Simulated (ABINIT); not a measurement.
# A GW chain in ABINIT: LiCl (Fm-3m), part 2 of 2

Aim: the G0W0 gap of LiCl (Fm-3m) on PBE, step by step.

ABINIT 10.8.3; PBE and many-body steps on it, plane waves. Known limits of the many-body steps: not at the basis limit; coarse k mesh.

So far. Step 2 (Ground state): The gap is direct, at Γ. Step 3 (Bands along the symmetry lines): The gap is 6.282 eV, −0.002 eV from the run before at this level.

**4. Empty states on the mesh, 4×4×4 mesh, 264 bands**

Level of this step: DFT, PBE, plane waves, norm-conserving pseudopotentials (ABINIT).

The sums over transitions need many empty states on a uniform mesh; this step solves for them.

Contents of run.abi:

```
acell 3*1.0 Angstrom
rprim 
  0.000000000000 2.571500000000 2.571500000000
  2.571500000000 0.000000000000 2.571500000000
  2.571500000000 2.571500000000 -0.000000000000
ntypat 2
znucl 3 17
natom 2
typat 1 2
xred 
  0.000000000000 0.000000000000 0.000000000000
  0.500000000000 0.500000000000 0.500000000000
pp_dirpath "pseudos"
pseudos "Li.upf, Cl.upf"
ecut 33
ngkpt 4 4 4
nshiftk 1
shiftk 0 0 0
kptopt 1
chksymbreak 0
irdden 1
istwfk *1
nband 264
prtvol 0
optdriver 6
gwr_task "HDIAGO"
paral_kgb 0
occopt 1
indata_prefix "in"
outdata_prefix "out"
tmpdata_prefix "tmp"
```

On the command line:

```
> OMP_NUM_THREADS=1 mpirun -n 4 abinit run.abi > log
```

Numbers of over 12 decimals in the logs are rounded to 6 here.

Output:

```text
[banner, memory and clock lines left out]
.Version 10.8.3 of ABINIT. v10.8.2 released Aug 2026.

 Symmetries : space group Fm -3 m (#225); Bravais cF (face-center cubic)
[... echo of the input left out ...]
== DATASET  1 ==================================================================
-   mpi_nproc: 4, omp_nthreads: 1 (-1 if OMP is not activated)

--- !DatasetInfo
iteration_state: {dtset: 1, }
dimensions: {natom: 2, nkpt: 8, mband: 264, nsppol: 1, nspinor: 1, nspden: 1, mpw: 2120, }
cutoff_energies: {ecut:  33.0, pawecutdg:  -1.0, }
electrons: {nelect:   1.00000000E+01, charge:   0.00000000E+00, occopt:   1.00000000E+00, tsmear:   1.00000000E-02, }

.Using double precision arithmetic; gwpc =  8

- Reading GS density from: in_DEN

--- Pseudopotential description ------------------------------------------------
- Li Generated using ONCVPSP code by D. R. Hamann
-  3.00000   3.00000  171031                  znucl, zion, pspdat
12 -101130 1 -1 1944                          pspcod,pspxc,lmax,lloc,mmax
     nproj     2     2     0
  pspatm : epsatm=    2.74360059
         --- l  ekb(1:nproj) -->
             0   -4.951544   -1.544797
             1   -2.250661   -0.474685
 pspatm: atomic psp has been read  and splines computed

- Cl Generated using ONCVPSP code by D. R. Hamann
- 17.00000   7.00000  171031                  znucl, zion, pspdat
12 -101130 2 -1 1028                          pspcod,pspxc,lmax,lloc,mmax
     nproj     2     2     2
  pspatm : epsatm=    9.12776517
         --- l  ekb(1:nproj) -->
             0    8.139296    0.698720
             1    3.821713    1.107519
             2   -2.938609   -0.805455
 pspatm: atomic psp has been read  and splines computed

   1.18713658E+02                                ecore*ucvol(ha*bohr**3)

 Total charge density [el/Bohr^3]
)     Maximum=    2.7819E+00  at reduced coord.    0.0000    0.0000    0.0000
)     Minimum=    3.4706E-03  at reduced coord.    0.2500    0.2500    0.2500
   Integrated=    1.0000E+01

 === KS gaps after direct diagonalization ===
 Direct band gap semiconductor
 Fundamental gap:     6.285 (eV)
   VBM:     0.193 (eV) at k: [ 0.0000E+00,  0.0000E+00,  0.0000E+00]
   CBM:     6.477 (eV) at k: [ 0.0000E+00,  0.0000E+00,  0.0000E+00]
 Direct gap:         6.285 (eV) at k: [ 0.0000E+00,  0.0000E+00,  0.0000E+00]

== END DATASET(S) ==============================================================

 -outvars: echo values of variables after computation  --------
           etotal      0.0000000000E+00
            nband         264
             nkpt           8
          spgroup         225
 [... the other variables as echoed above ...]

 Calculation completed.
```

Elapsed: 28 s, on 4 MPI ranks of Intel Xeon Platinum 8259CL at 2.50GHz (Skylake/Cascade Lake), shared host; peak memory 1.2 GiB.

Numbers from this step:

| Property | Result |
| --- | --- |
| gap | 6.285 eV |
| k of the valence top | 0, 0, 0 |
| k of the conduction bottom | 0, 0, 0 |
| least direct gap | 6.285 eV |
| k points computed | 8 |
| lowest point of the top converged band, above the valence top | 200.1605 eV |

On this mesh the gap is 6.285 eV.

**5. Screening, 4×4×4 mesh, 256 bands, screening to 261.2 eV**

The RPA dielectric matrix is built and inverted for each q.

This step: RPA screening on PBE, plane waves, norm-conserving pseudopotentials.

run.abi: that of step 4 with these lines changed.

```diff
@@ -20,10 +20,11 @@
 chksymbreak 0
-irdden 1
 istwfk *1
-nband 264
-prtvol 0
-optdriver 6
-gwr_task "HDIAGO"
-paral_kgb 0
 occopt 1
+irdwfk 1
+optdriver 3
+nband 256
+ecuteps 9.6
+inclvkb 2
+awtr 1
+symchi 1
 indata_prefix "in"
```

Output:

```text
.Version 10.8.3 of ABINIT. v10.8.2 released Aug 2026.

 Symmetries : space group Fm -3 m (#225); Bravais cF (face-center cubic)
[... echo of the input left out ...]
== DATASET  1 ==================================================================
-   mpi_nproc: 4, omp_nthreads: 1 (-1 if OMP is not activated)

--- !DatasetInfo
iteration_state: {dtset: 1, }
dimensions: {natom: 2, nkpt: 8, mband: 256, nsppol: 1, nspinor: 1, nspden: 1, mpw: 2120, }
cutoff_energies: {ecut:  33.0, pawecutdg:  -1.0, }
electrons: {nelect:   1.00000000E+01, charge:   0.00000000E+00, occopt:   1.00000000E+00, tsmear:   1.00000000E-02, }

 SCREENING: Calculation of the susceptibility and dielectric matrices

 Based on a program developped by R.W. Godby, V. Olevano, G. Onida, and L. Reining.
 Incorporated in ABINIT by V. Olevano, G.-M. Rignanese, and M. Torrent.
.Using double precision arithmetic ; gwpc =  8

[... cell and pseudopotentials left out ...]
--------------------------------------------------------------------------------

 ==== K-mesh for the wavefunctions ====
 Number of points in the irreducible wedge :     8
[... list of points left out ...]
 Together with 48 symmetry operations and time-reversal symmetry
 yields    64 points in the full Brillouin Zone.

 ==== Q-mesh for the screening function ====
 Number of points in the irreducible wedge :     8
[... list of points left out ...]
 Together with 48 symmetry operations and time-reversal symmetry
 yields    64 points in the full Brillouin Zone.

 setmesh: FFT mesh size selected  =    27x   27x   27
          total number of points  =        19683

 vcoul_init : cutoff-mode = AUXILIARY_FUNCTION
 q-points for optical limit:   1
     1)      0.000010    0.000020    0.000030

- screening: taking advantage of time-reversal symmetry
- Maximum band index for partially occupied states nbvw = 5
- Remaining bands to be divided among processors   nbcw = 251
- Number of bands treated by each node ~62

 Number of electrons calculated from density =   10.0000; Expected =   10.0000
 average of density, n =  0.043573
 r_s =    1.7629
 omega_plasma =   20.1355 [eV]

 calculating chi0 at frequencies [eV] :
  1    0.000000E+00    0.000000E+00
  2    0.000000E+00    2.013550E+01

--------------------------------------------------------------------------------
  q-point number  1        q = ( 0.000000, 0.000000, 0.000000) [r.l.u.]
--------------------------------------------------------------------------------
[... chi0 elements left out ...]
 For q-point:  0.000010 0.000020 0.000030
  dielectric constant =   2.8368
  dielectric constant without local fields =   3.3398

  Average fulfillment of the sum rule on Im[epsilon] for q-point    1 :     91.76  [%]
[... wings left out ...]
  q-point number  2        q = ( 0.250000, 0.000000, 0.000000) [r.l.u.]
--------------------------------------------------------------------------------
[... chi0 elements left out ...]
  Average fulfillment of the sum rule on Im[epsilon] for q-point    2 :     93.43  [%]

 [... 6 further q-points ...]
```

It took 87 s on 4 MPI ranks; peak memory 1.1 GiB; 5.8 min of CPU time.

Numbers from this step:

| Quantity | Value |
| --- | --- |
| ε∞ with local fields, on this mesh, along the program's q direction | 2.837 |
| the same without local fields | 3.340 |
| plasma frequency | 20.14 eV |
| plane waves in the screening matrix | 331 |

Local fields lower ε∞ by 15 %. On a Γ-centred mesh this coarse the value itself is usually too large, while a short band sum pulls it down.

**6. Self-energy, 4×4×4 mesh, 256 bands, screening to 261.2 eV**

The self-energy is evaluated for the states that the input lists, and the levels follow from it, in one-shot runs by the linearised quasiparticle equation.

This step: G0W0 on PBE, plane waves, norm-conserving pseudopotentials.

run.abi: that of step 5 with these lines changed.

```diff
@@ -23,8 +23,15 @@
 irdwfk 1
-optdriver 3
+optdriver 4
 nband 256
+gwcalctyp 0
+ecutsigx 33
+symsigma 1
+nkptgw 1
+kptgw 
+  0.0000000000 0.0000000000 0.0000000000
+bdgw 
+  3 9
 ecuteps 9.6
-inclvkb 2
-awtr 1
-symchi 1
+irdscr 1
+ppmodel 1
 indata_prefix "in"
```

Output:

```text
.Version 10.8.3 of ABINIT. v10.8.2 released Aug 2026.

 Symmetries : space group Fm -3 m (#225); Bravais cF (face-center cubic)
[... echo of the input left out ...]
== DATASET  1 ==================================================================
-   mpi_nproc: 4, omp_nthreads: 1 (-1 if OMP is not activated)

--- !DatasetInfo
iteration_state: {dtset: 1, }
dimensions: {natom: 2, nkpt: 8, mband: 256, nsppol: 1, nspinor: 1, nspden: 1, mpw: 2120, }
cutoff_energies: {ecut:  33.0, pawecutdg:  -1.0, }
electrons: {nelect:   1.00000000E+01, charge:   0.00000000E+00, occopt:   1.00000000E+00, tsmear:   1.00000000E-02, }

 SIGMA: Calculation of the GW corrections

 Based on a program developped by R.W. Godby, V. Olevano, G. Onida, and L. Reining.
 Incorporated in ABINIT by V. Olevano, G.-M. Rignanese, and M. Torrent.
.Using double precision arithmetic ; gwpc =  8

[... cell and pseudopotentials left out ...]
--------------------------------------------------------------------------------

 ==== K-mesh for the wavefunctions ====
 Number of points in the irreducible wedge :     8
[... list of points left out ...]
 Together with 48 symmetry operations and time-reversal symmetry
 yields    64 points in the full Brillouin Zone.

 ==== Q-mesh for screening function ====
 Number of points in the irreducible wedge :     8
[... list of points left out ...]
 Together with 48 symmetry operations and time-reversal symmetry
 yields    64 points in the full Brillouin Zone.

 vcoul_init : cutoff-mode = AUXILIARY_FUNCTION
 q-points for optical limit:   1
     1)      0.000010    0.000020    0.000030
 setmesh: FFT mesh size selected  =    36x   36x   36
          total number of points  =        46656

 Number of electrons calculated from density =   10.0000; Expected =   10.0000
 average of density, n =  0.043573
 r_s =    1.7629
 omega_plasma =   20.1355 [eV]

 === KS Band Gaps ===
  >>>> For spin  1
   Minimum direct gap =   6.2845 [eV], located at k-point      :   0.0000  0.0000  0.0000
   Fundamental gap    =   6.2845 [eV], Top of valence bands at :   0.0000  0.0000  0.0000
                                       Bottom of conduction at :   0.0000  0.0000  0.0000
 SIGMA fundamental parameters:
 PLASMON POLE MODEL  1
 number of plane-waves for SigmaX                 2085
 number of plane-waves for SigmaC and W            331
 number of plane-waves for wavefunctions          2085
 number of bands                                   256
 number of independent spin polarizations            1
 number of spinorial components                      1
 number of k-points in IBZ                           8
 number of q-points in IBZ                           8
 number of symmetry operations                      48
 number of k-points in BZ                           64
 number of q-points in BZ                           64
 number of frequencies for dSigma/dE                 9
 frequency step for dSigma/dE [eV]                0.25
 number of omega for Sigma on real axis              0
 max omega for Sigma on real axis  [eV]           0.00
 zcut for avoiding poles [eV]                     0.10

 EPSILON^-1 parameters (SCR file):
 dimension of the eps^-1 matrix on file            331
 dimension of the eps^-1 matrix used               331
 number of plane-waves for wavefunctions          2085
 number of bands                                   256
 number of q-points in IBZ                           8
 number of frequencies                               2
 number of real frequencies                          1
 number of imag frequencies                          1

 matrix elements of self-energy operator (all in [eV])

 Perturbative Calculation

--- !SelfEnergy_ee
iteration_state: {dtset: 1, }
kpoint     : [   0.000,    0.000,    0.000, ]
spin       : 1
KS_gap     :    6.285
QP_gap     :    9.015
Delta_QP_KS:    2.731
data: !SigmaeeData |
     Band     E0 <VxcDFT>   SigX SigC(E0)      Z dSigC/dE  Sig(E)    E-E0       E
        3   0.193 -14.695 -18.988   1.775   0.802  -0.247 -16.714  -2.019  -1.826
        4   0.193 -14.695 -18.988   1.775   0.802  -0.247 -16.714  -2.019  -1.826
        5   0.193 -14.695 -18.988   1.775   0.802  -0.247 -16.714  -2.019  -1.826
        6   6.477  -9.166  -4.665  -3.659   0.846  -0.182  -8.454   0.712   7.189
        7  11.985  -9.604  -4.344  -3.844   0.841  -0.189  -8.413   1.191  13.176
        8  11.985  -9.604  -4.344  -3.844   0.841  -0.189  -8.413   1.191  13.176
        9  11.985  -9.604  -4.344  -3.844   0.841  -0.189  -8.413   1.191  13.176

== END DATASET(S) ==============================================================
================================================================================

 -outvars: echo values of variables after computation  --------
           etotal      0.0000000000E+00
            nband         256
             nkpt           8
          spgroup         225
 [... the other variables as echoed above ...]

 Calculation completed.
```

Run time: 49 s. Hardware: 4 MPI ranks; peak memory 1.2 GiB.

Numbers from this step:

```
G0W0 gap on the points computed              : 9.015 eV
starting gap on the mesh                     : 6.285 eV
k of the valence top                         : 0, 0, 0
k of the conduction bottom                   : 0, 0, 0
Z at the valence top                         : 0.802
Z at the conduction bottom                   : 0.846
least direct G0W0 gap on the computed points : 9.015 eV
```

The gap on the mesh goes from 6.28 eV to 9.02 eV, a correction of +2.73 eV.

Limits: finite bands, cutoff and mesh; coarse k mesh. v1 is the top filled band, c1 the lowest empty one. The levels before and after the correction (eV, zero at the valence-band top of each column):

|  | conduction bottom | valence top |
| --- | --- | --- |
| Kohn-Sham | 6.28 | 0.00 |
| G0W0 | 9.02 | 0.00 |

|  | level | energy (eV) |
| --- | --- | --- |
| Kohn-Sham | Γ v3-v1 | 0.000 |
| Kohn-Sham | Γ c1 | 6.285 |
| Kohn-Sham | Γ c2-c4 | 11.792 |
| G0W0 | Γ v3-v1 | 0.000 |
| G0W0 | Γ c1 | 9.015 |
| G0W0 | Γ c2-c4 | 15.002 |

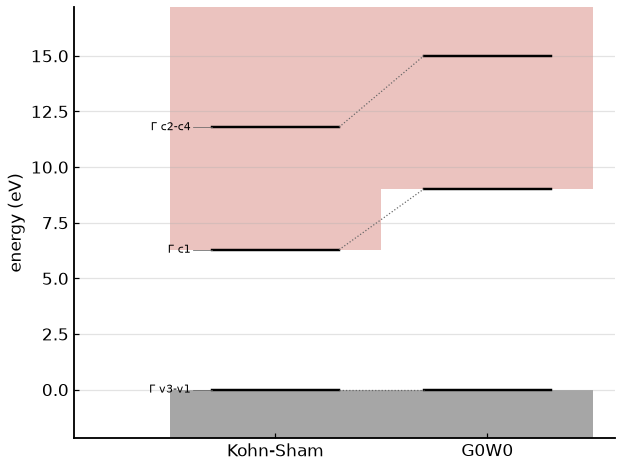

Levels before and after the correction. Shaded: valence and conduction bands.

**7. Where the time went**

Times are wall times on 4 MPI ranks of Intel Xeon Platinum 8259CL at 2.50GHz (Skylake/Cascade Lake), shared host, good to a factor of about two.

| step | time | share | memory (GiB) |
| --- | --- | --- | --- |
| ground state | 15 s | 8 % | 0.31 |
| bands along the symmetry lines | 14 s | 7 % | 0.29 |
| empty states on the mesh | 28 s | 14 % | 1.2 |
| screening | 87 s | 45 % | 1.1 |
| self-energy | 49 s | 25 % | 1.2 |

**8. Results**

```json
{"PBE gap": "6.28 eV, indirect (only 2 meV under the direct gap)", "G0W0 gap on the mesh": "9.02 eV", "GW settings": "4×4×4 mesh, 256 bands, screening to 261.2 eV, Godby-Needs plasmon pole", "known limits": "not at the basis limit; coarse k mesh"}
```

What this shows: G0W0 moves the gap on the mesh from 6.28 eV to 9.02 eV (+2.73 eV), with Z of 0.80 and 0.85 at the edges. Local fields lower the RPA ε∞ on this mesh from 3.34 to 2.84; a Γ-centred mesh this coarse tends to raise both, most where the direct gap is narrow, while a short band sum lowers them. Only 1 of the mesh's irreducible points was corrected, so a valley elsewhere could overtake. The dearest step here is «screening». Bands and cutoff are finite, so the gap is not at the basis limit. The miss can reach some tenths of an eV and take either sign; the mesh is an error of its own. In the G0W0 run levels were corrected at 1 k point alone, so a gap called «on the mesh» is the least over those, and an edge elsewhere would be missed. The 4×4×4 mesh is coarse for this cell, which bears on the long-range parts of exchange and screening.

[Paths, hosts, dates, memory and timing lines, banners, echoed tables and standing remarks are left out of the program output.]

[Logs are printed without paths, hosts, clocks, repeated set-up lines and the standing remarks that a program may print on its own settings, such as how far it seeks lower states.]

[Runs of the session that timed out or met a known fault of the program may be left out.]

[Hosts, paths, dates, database ids (printed as entryN), source tags and the programs' standing remarks are cut or masked in the printed files.]

[G0W0 gaps are taken among the corrected bands and points alone; a level outside them can change the order at an edge.]

[Where Ansatz stands beside ABINIT at settings called matched, ABINIT's density can come from a denser mesh and the files from another edition; pairs whose starting gaps differed by over 0.03 eV were left out, so agreement reads better than it is.]
